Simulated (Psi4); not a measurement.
# CH4FSi (SMILES C[SiH]F), step by step

Aim: a series of 8 runs (UCAM-B3LYP/def2-SVP) of CH4FSi. 

Program for the calculation: Psi4 1.11.

### Step 1. The structure to begin with

The species is CH4FSi (7 atoms), meant as a doublet with charge 0. As SMILES, `C[SiH]F`. Geometry: relaxed at PBE0-D4/def2-TZVP.

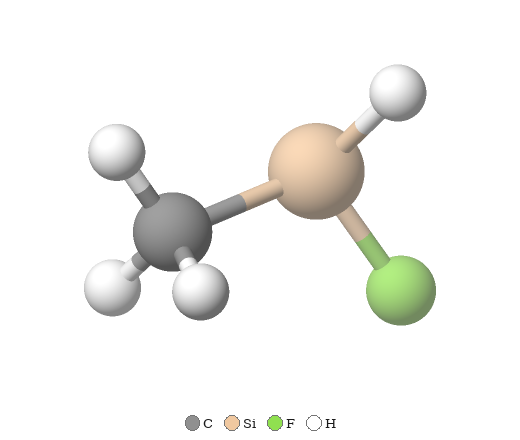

The structure, seen from a chosen angle (carbon grey, silicon light orange, fluorine green, hydrogen white).

### Step 2. A single-point energy at UCAM-B3LYP/def2-SVP (density fitting) (run 1)

Input file input.dat:

```
memory 1.6 GB

molecule system {
  0 2
  C     -0.653500     0.389500    -0.298000
  Si     0.917400    -0.594100    -0.104100
  F      0.640700    -1.812800     0.909600
  H     -1.444900    -0.207800    -0.754100
  H     -0.470200     1.260900    -0.931700
  H     -1.000700     0.738300     0.679600
  H      2.011300     0.226000     0.498700
  symmetry c1
}

set reference uks

energy_value, wavefunction = energy('cam-b3lyp/def2-SVP', return_wfn=True)
```

On the command line:

```sh
$ psi4 -n 1 input.dat output.dat
```

output.dat:

```text
[...]
  Running in c1 symmetry.
[...]
  Nuclear repulsion =  106.882451970993884
[...]
  Multiplicity = 2
[...]
  Nalpha       = 17
  Nbeta        = 16
[...]
    Number of basis functions: 66
[...]
   @DF-UKS iter   1:  -429.43773525511403   -4.40074e-01   9.17300e-03 ADIIS/DIIS
[...]
   @DF-UKS iter   8:  -429.60971260796805   -8.04271e-08   9.24856e-07 DIIS
[...]
   @S^2 Observed:                7.511585740E-01
[...]
    Orbital Energies [Eh]
    ---------------------
    Alpha Occupied:
       1A    -66.221482     2A    -24.740541     3A    -10.257267
       4A     -5.388946     5A     -3.753781     6A     -3.751793
       7A     -3.748068     8A     -1.232844     9A     -0.788568
      10A     -0.606569    11A     -0.519123    12A     -0.510098
      13A     -0.494373    14A     -0.480860    15A     -0.470186
      16A     -0.393680    17A     -0.265372
    Alpha Virtual:
      18A      0.079824    19A      0.095003    20A      0.142322
      21A      0.162675    22A      0.171167    23A      0.187482
      24A      0.247400    25A      0.383978    26A      0.435111
[...]
  @DF-UKS Final Energy:  -429.60971260796805
   => Energetics <=
    Nuclear Repulsion Energy =            106.8824519709938841
    One-Electron Energy =                -806.4121989025536550
    Two-Electron Energy =                 298.5316183262488607
    DFT Exchange-Correlation Energy =     -28.6115840026571568
    Empirical Dispersion Energy =           0.0000000000000000
    VV10 Nonlocal Energy =                  0.0000000000000000
    Total Energy =                       -429.6097126079680493
[...]
 Multipole Moments:
 ------------------------------------------------------------------------------------
     Multipole            Electronic (a.u.)      Nuclear  (a.u.)        Total (a.u.)
 ------------------------------------------------------------------------------------
 L = 1.  Multiply by 2.5417464519 to convert [e a0] to [Debye]
 Dipole X            :          2.5224767           -2.7379416           -0.2154649
 Dipole Y            :         -5.0444416            5.5794419            0.5350003
 Dipole Z            :          1.4417128           -1.7976210           -0.3559082
 Magnitude           :                                                    0.6777323
[...]
```

Run time: 5.4 s. Hardware: 1 thread of Intel Xeon 6975P-C (Granite Rapids), shared host; peak memory 0.49 GiB.

### Step 3. The distorted shape: the energy at UCAM-B3LYP/def2-SVP (density fitting) (run 2)

Input file input.inp:

```
memory 1600 MB

molecule m {
  0 2
  C     -0.489381     0.512540    -0.207561
  Si     1.081519    -0.471060    -0.013661
  F      0.804819    -1.689760     1.000039
  H     -1.280781    -0.084760    -0.663661
  H     -0.306081     1.383940    -0.841261
  H     -0.836581     0.861340     0.770039
  H      2.011300     0.226000     0.498700
  symmetry c1
}

set globals {
  basis def2-SVP
  reference uks
}

set reference uhf
set stability_analysis follow
set max_attempts 5
energy("scf")
set reference uks
set stability_analysis none
set guess read
set guess_mix false

e, wfn = energy("cam-b3lyp", return_wfn=True)
```

On the command line:

```sh
$ psi4 -n 1 input.inp input.out
```

input.out:

```text
[...]
  Running in c1 symmetry.
[...]
  Nuclear repulsion =  107.997744824824153
[...]
  Multiplicity = 2
[...]
  Nalpha       = 17
  Nbeta        = 16
[...]
    Number of basis functions: 66
[...]
   @DF-UHF iter   1:  -428.27789115167764   -6.06015e-01   5.99413e-03 ADIIS/DIIS
[...]
   @DF-UKS iter   7:  -429.58653517471976   -7.38246e-08   5.55173e-07 DIIS
[...]
   @S^2 Observed:                7.510581057E-01
[...]
    Orbital Energies [Eh]
    ---------------------
    Alpha Occupied:
       1A    -66.203896     2A    -24.736442     3A    -10.253511
       4A     -5.378818     5A     -3.743074     6A     -3.741346
       7A     -3.737724     8A     -1.229215     9A     -0.785832
      10A     -0.617660    11A     -0.526988    12A     -0.506989
      13A     -0.493424    14A     -0.477886    15A     -0.470447
      16A     -0.398713    17A     -0.262600
    Alpha Virtual:
      18A      0.080080    19A      0.096912    20A      0.159250
      21A      0.168568    22A      0.176308    23A      0.205680
      24A      0.233544    25A      0.371085    26A      0.438160
[...]
  @DF-UKS Final Energy:  -429.58653517471976
   => Energetics <=
    Nuclear Repulsion Energy =            107.9977448248241529
    One-Electron Energy =                -808.6771880472656449
    Two-Electron Energy =                 299.7528753257039398
    DFT Exchange-Correlation Energy =     -28.6599672779822150
    Empirical Dispersion Energy =           0.0000000000000000
    VV10 Nonlocal Energy =                  0.0000000000000000
    Total Energy =                       -429.5865351747197565
[...]
 Multipole Moments:
 ------------------------------------------------------------------------------------
     Multipole            Electronic (a.u.)      Nuclear  (a.u.)        Total (a.u.)
 ------------------------------------------------------------------------------------
 L = 1.  Multiply by 2.5417464519 to convert [e a0] to [Debye]
 Dipole X            :          2.7813993           -2.8843733           -0.1029740
 Dipole Y            :         -4.8841199            5.4696620            0.5855421
 Dipole Z            :          1.5667831           -1.8783132           -0.3115301
 Magnitude           :                                                    0.6712036
[...]
```

Wall time 7.5 s (1 thread of Intel Xeon 6975P-C (Granite Rapids), shared host); peak memory 0.49 GiB.

Runs 3 to 5 aren't shown in full; the table further down has their settings and results.

### Step 4. The distorted shape: a single-point energy at UCAM-B3LYP/def2-SVP (density fitting) (run 6)

Input file ch4fsi.sdf:

```

     RDKit          3D

  7  5  0  0  0  0  0  0  0  0999 V2000
   -1.5286   -0.2666   -0.7802 C   0  0  0  0  0  0  0  0  0  0  0  0
    0.0423   -1.2502   -0.5863 Si  0  0  0  0  0  2  0  0  0  0  0  0
   -0.2344   -2.4689    0.4274 F   0  0  0  0  0  0  0  0  0  0  0  0
   -2.3200   -0.8639   -1.2363 H   0  0  0  0  0  0  0  0  0  0  0  0
   -1.3453    0.6048   -1.4139 H   0  0  0  0  0  0  0  0  0  0  0  0
   -1.8758    0.0822    0.1974 H   0  0  0  0  0  0  0  0  0  0  0  0
    2.0113    0.2260    0.4987 H   0  0  0  0  0 15  0  0  0  0  0  0
  2  1  1  0
  3  2  1  0
  4  1  1  0
  5  1  1  0
  6  1  1  0
M  RAD  1   2   3
M  END
$$$$
```

Input file calc.py:

```python
import psi4
from rdkit import Chem

psi4.set_memory('1600 MB')
psi4.set_num_threads(1)
psi4.core.set_output_file('ch4fsi.out', False)

rd = Chem.SDMolSupplier('ch4fsi.sdf', removeHs=False, sanitize=False)[0]
xyz = rd.GetConformer().GetPositions()
atoms = '\n'.join(f'{a.GetSymbol()} {x:.4f} {y:.4f} {z:.4f}' for a, (x, y, z) in zip(rd.GetAtoms(), xyz))
m = psi4.geometry('0 2\n' + atoms + '\nsymmetry c1')

psi4.set_options({
    'basis': 'def2-SVP',
    'reference': 'uks',
})

psi4.set_options({'reference': 'uhf', 'stability_analysis': 'follow', 'max_attempts': 5})
psi4.energy("scf")
psi4.set_options({'reference': 'uks', 'stability_analysis': 'none', 'guess': 'read', 'guess_mix': False})

e, wfn = psi4.energy("CAM-B3LYP", return_wfn=True)
print(f'CAM-B3LYP energy: {e:.10f} Eh')
```

On the command line:

```sh
$ python calc.py
```

ch4fsi.out:

```text
[...]
  Running in c1 symmetry.
[...]
  Nuclear repulsion =  103.713750453954702
[...]
  Multiplicity = 2
[...]
  Nalpha       = 17
  Nbeta        = 16
[...]
    Number of basis functions: 66
[...]
   @DF-UHF iter   1:  -428.17613715354781   -8.32175e-01   6.00192e-03 ADIIS/DIIS
[...]
   @DF-UKS iter  10:  -429.51877482434048   -4.41821e-08   3.51247e-07 DIIS
[...]
   @S^2 Observed:                8.591915646E-01
[...]
    Orbital Energies [Eh]
    ---------------------
    Alpha Occupied:
       1A    -66.239952     2A    -24.757076     3A    -10.258888
       4A     -5.404483     5A     -3.769718     6A     -3.766702
       7A     -3.761649     8A     -1.246892     9A     -0.795111
      10A     -0.603720    11A     -0.520774    12A     -0.516116
      13A     -0.493254    14A     -0.488309    15A     -0.462789
      16A     -0.366702    17A     -0.283626
    Alpha Virtual:
      18A     -0.016479    19A      0.085533    20A      0.091979
      21A      0.160769    22A      0.162418    23A      0.189372
      24A      0.257549    25A      0.426168    26A      0.434199
[...]
  @DF-UKS Final Energy:  -429.51877482434048
   => Energetics <=
    Nuclear Repulsion Energy =            103.7137504539547024
    One-Electron Energy =                -799.7338277194421607
    Two-Electron Energy =                 295.0363843595704907
    DFT Exchange-Correlation Energy =     -28.5350819184235540
    Empirical Dispersion Energy =           0.0000000000000000
    VV10 Nonlocal Energy =                  0.0000000000000000
    Total Energy =                       -429.5187748243404826
[...]
 Multipole Moments:
 ------------------------------------------------------------------------------------
     Multipole            Electronic (a.u.)      Nuclear  (a.u.)        Total (a.u.)
 ------------------------------------------------------------------------------------
 L = 1.  Multiply by 2.5417464519 to convert [e a0] to [Debye]
 Dipole X            :          1.2283767           -1.9571521           -0.7287754
 Dipole Y            :         -5.8718248            6.1648333            0.2930085
 Dipole Z            :          0.9816157           -1.3673882           -0.3857725
 Magnitude           :                                                    0.8750932
[...]
```

The script printed:

```text
CAM-B3LYP energy: -429.5187748243 Eh
```

Run time: 7.5 s. Hardware: 1 thread of Intel Xeon 6975P-C (Granite Rapids), shared host; peak memory 0.51 GiB.

Run 7 isn't shown in full; the table further down has it.

### Step 5. The distorted shape: the energy at UCAM-B3LYP/def2-SVP (density fitting) (run 8)

Input file run.py:

```python
import psi4

psi4.set_memory('1600 MB')
psi4.set_num_threads(1)
psi4.set_output_file('run.log', False)

mol = psi4.geometry("""
0 2
C     -2.841289    -1.250692    -1.503594
Si    -1.270389    -2.234292    -1.309694
F     -1.547089    -3.452992    -0.295994
H     -3.632689    -1.847992    -1.959694
H     -2.657989    -0.379292    -2.137294
H     -3.188489    -0.901892    -0.525994
H      2.011300     0.226000     0.498700
symmetry c1
""")

psi4.set_options(dict(basis='def2-SVP', reference='uks'))

psi4.set_options({'reference': 'uhf', 'stability_analysis': 'follow', 'max_attempts': 5})
psi4.energy('scf')
psi4.set_options({'reference': 'uks', 'stability_analysis': 'none', 'guess': 'read', 'guess_mix': False})

result = psi4.energy('cam-b3lyp', molecule=mol)
print(f'total energy {result:.8f} hartree = {result * 27.211386:.5f} eV')
for k, v in sorted(psi4.core.scalar_variables().items()):
    print(f'{k:45s} {v:18.10f}')
```

On the command line:

```sh
$ python run.py
```

run.log:

```text
[...]
  Running in c1 symmetry.
[...]
  Nuclear repulsion =  101.814594192646766
[...]
  Multiplicity = 2
[...]
  Nalpha       = 17
  Nbeta        = 16
[...]
    Number of basis functions: 66
[...]
   @DF-UHF iter   1:  -428.19733425164526   -8.86985e-01   6.13009e-03 DIIS/ADIIS
[...]
   @DF-UKS iter  10:  -429.50768520000355   -2.65037e-08   3.53058e-07 DIIS
[...]
   @S^2 Observed:                7.501928364E-01
[...]
    Orbital Energies [Eh]
    ---------------------
    Alpha Occupied:
       1A    -66.219812     2A    -24.749473     3A    -10.247017
       4A     -5.386116     5A     -3.751800     6A     -3.748142
       7A     -3.741981     8A     -1.239244     9A     -0.786400
      10A     -0.594646    11A     -0.511200    12A     -0.510222
      13A     -0.483918    14A     -0.480731    15A     -0.451461
      16A     -0.382603    17A     -0.276974
    Alpha Virtual:
      18A     -0.027787    19A      0.095181    20A      0.097047
      21A      0.165694    22A      0.166193    23A      0.198351
      24A      0.248048    25A      0.422431    26A      0.438774
[...]
  @DF-UKS Final Energy:  -429.50768520000355
   => Energetics <=
    Nuclear Repulsion Energy =            101.8145941926467657
    One-Electron Energy =                -796.2552924334963791
    Two-Electron Energy =                 293.4792397477502846
    DFT Exchange-Correlation Energy =     -28.5462267069041609
    Empirical Dispersion Energy =           0.0000000000000000
    VV10 Nonlocal Energy =                  0.0000000000000000
    Total Energy =                       -429.5076852000035501
[...]
 Multipole Moments:
 ------------------------------------------------------------------------------------
     Multipole            Electronic (a.u.)      Nuclear  (a.u.)        Total (a.u.)
 ------------------------------------------------------------------------------------
 L = 1.  Multiply by 2.5417464519 to convert [e a0] to [Debye]
 Dipole X            :          0.2656014           -0.7859331           -0.5203317
 Dipole Y            :         -6.5960879            7.0428686            0.4467807
 Dipole Z            :          0.5543908           -0.7219551           -0.1675643
 Magnitude           :                                                    0.7059999
[...]
```

On the terminal:

```text
total energy -429.50768520 hartree = -11687.49941 eV
CURRENT ENERGY                                   -429.5076852000
CURRENT REFERENCE ENERGY                         -429.5076852000
DD SOLVATION ENERGY                                 0.0000000000
DFT FUNCTIONAL TOTAL ENERGY                      -429.5076852000
DFT TOTAL ENERGY                                 -429.5076852000
DFT VV10 ENERGY                                     0.0000000000
DFT XC ENERGY                                     -28.5462267069
GRID ELECTRONS ALPHA                               17.0000012110
GRID ELECTRONS BETA                                16.0000021571
GRID ELECTRONS TOTAL                               33.0000033680
NUCLEAR REPULSION ENERGY                          101.8145941926
ONE-ELECTRON ENERGY                              -796.2552924335
PCM POLARIZATION ENERGY                             0.0000000000
PE ENERGY                                           0.0000000000
SCF ITERATION ENERGY                             -429.5076852000
SCF ITERATIONS                                     10.0000000000
SCF TOTAL ENERGY                                 -429.5076852000
TWO-ELECTRON ENERGY                               293.4792397478
XC GRID RADIAL POINTS                              75.0000000000
XC GRID SPHERICAL POINTS                          302.0000000000
XC GRID TOTAL POINTS                           152577.0000000000
```

Run time: 7.2 s. Hardware: 1 thread of Intel Xeon 6975P-C (Granite Rapids), shared host; peak memory 0.46 GiB.

### Step 6. Overview of the runs

```
run                start        partner  energy (Eh)  dipole moment (D)  HOMO energy (eV)  LUMO energy (eV)  wall time
  1                    –           base  -429.609713               1.72             -7.22             -1.16      5.4 s
  2  stable UHF solution  Si2–H7 1.27 Å  -429.586535               1.71             -7.15             -1.03      7.5 s
  3  stable UHF solution  Si2–H7 1.72 Å  -429.598557               1.82             -7.32             -1.34      7.8 s
  4  stable UHF solution  Si2–H7 1.94 Å  -429.576056               2.03             -7.42             -1.56      7.2 s
  5  stable UHF solution  Si2–H7 2.24 Å  -429.545423               2.32             -7.59             -1.80      6.6 s
  6  stable UHF solution  Si2–H7 2.69 Å  -429.518775               2.22             -7.72             -1.83      7.5 s
  7  stable UHF solution  Si2–H7 3.29 Å  -429.509541               1.89             -7.58             -1.64      9.6 s
  8  stable UHF solution  Si2–H7 4.48 Å  -429.507685               1.79             -7.54             -1.11      7.2 s
```

### Step 7. Results

| quantity | value |
| --- | --- |
| distorted shape, run 8: total energy | -429.50769 Eh |
| distorted shape, run 8: dipole moment | 1.79 D |
| distorted shape, run 8: HOMO energy (highest over α and β) | -7.54 eV |
| distorted shape, run 8: LUMO energy (lowest over α and β) | -1.11 eV |
| distorted shape, run 8: ⟨S²⟩ | 0.750 |
| energy change with the Si2–H7 bond stretched from 1.494 to 1.942 Å | 0.916 eV |
| energy change with the Si2–H7 bond shortened from 1.494 to 1.270 Å | 0.631 eV |
| energy change with the Si2–H7 bond stretched from 1.494 to 1.718 Å | 0.304 eV |
| energy change with the Si2–H7 bond stretched from 1.494 to 4.483 Å | 2.776 eV |
| energy change with the Si2–H7 bond stretched from 1.494 to 2.689 Å | 2.475 eV |
| energy change with the Si2–H7 bond stretched from 1.494 to 3.287 Å | 2.726 eV |
| energy change with the Si2–H7 bond stretched from 1.494 to 2.241 Å | 1.749 eV |

In words: With the Si2–H7 bond stretched from 1.494 to 1.942 Å the energy rises by 0.92 eV (88.4 kJ/mol). The first shape isn't relaxed at this level, so the change isn't measured from a minimum. With the Si2–H7 bond shortened from 1.494 to 1.270 Å the energy rises by 0.63 eV (60.9 kJ/mol). With the Si2–H7 bond stretched from 1.494 to 1.718 Å the energy rises by 0.30 eV (7.0 kcal/mol). With the Si2–H7 bond stretched from 1.494 to 4.483 Å the energy rises by 2.78 eV (64 kcal/mol). With the Si2–H7 bond stretched from 1.494 to 2.689 Å the energy rises by 2.47 eV (57 kcal/mol). With the Si2–H7 bond stretched from 1.494 to 3.287 Å the energy rises by 2.73 eV (263 kJ/mol). The lowest energy is that of run 1; the highest lies 2.776 eV above it. Spin contamination of the reference: run 6 ⟨S²⟩ = 0.86. All runs together took 59 s, the longest 9.6 s.
